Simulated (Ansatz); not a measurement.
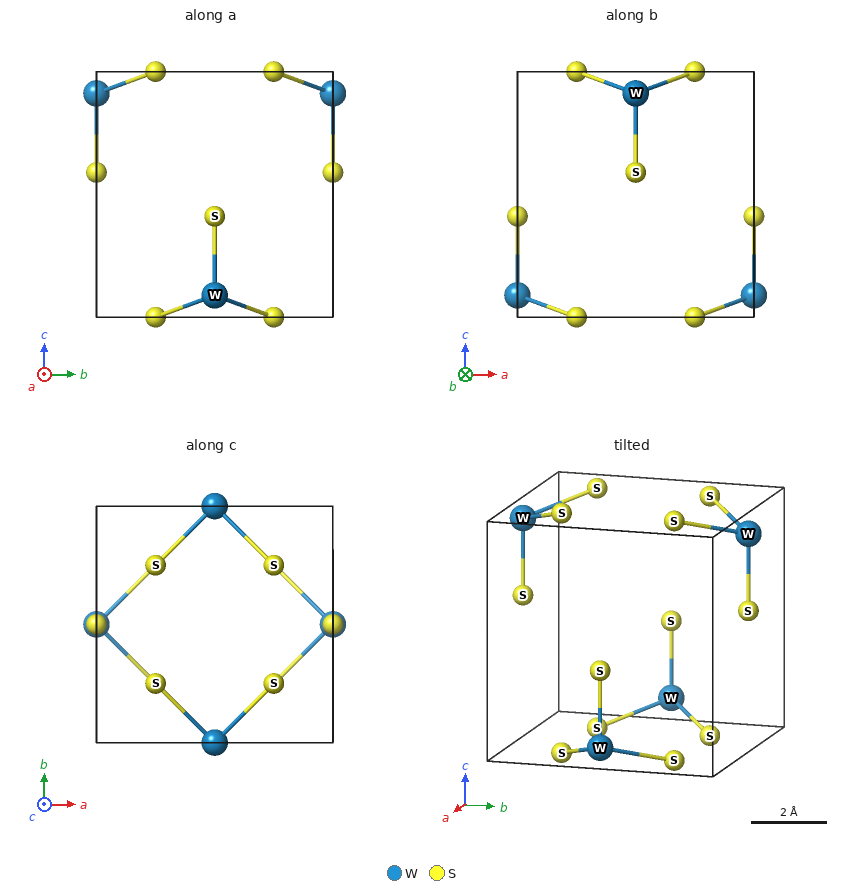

Ball-and-stick drawing of the structure, looking along the a axis, along the b axis, along the c axis and slightly off an axis. Thin lines show the conventional unit cell, with boundary atoms drawn in all their periodic places.

Lattice parameters: a = 6.368 Å, b = 6.368 Å, c = 6.612 Å, α = 90.00°, β = 90.00°, γ = 90.00°. Put a along x and b in the xy plane.

Set out the cell and atoms as a POSCAR file, with free fractional coordinates to two decimals.

Answer.
```
W S
1.0
     6.368    0.000    0.000
     0.000    6.368    0.000
     0.000    0.000    6.612
W S
2 6
Direct
  0.50 0.00 0.91
  0.00 0.50 0.09
  0.25 0.75 0.00
  0.75 0.75 0.00
  0.75 0.25 0.00
  0.25 0.25 0.00
  0.50 0.00 0.59
  0.00 0.50 0.41
```

Starting structure: a structure type filled with these elements by a generator (whether the compound takes this form wasn't checked). It is drawn as it came out of a relaxation with DFT PBE, scalar-relativistic, plane waves, PAW (Ansatz 0.2.0).
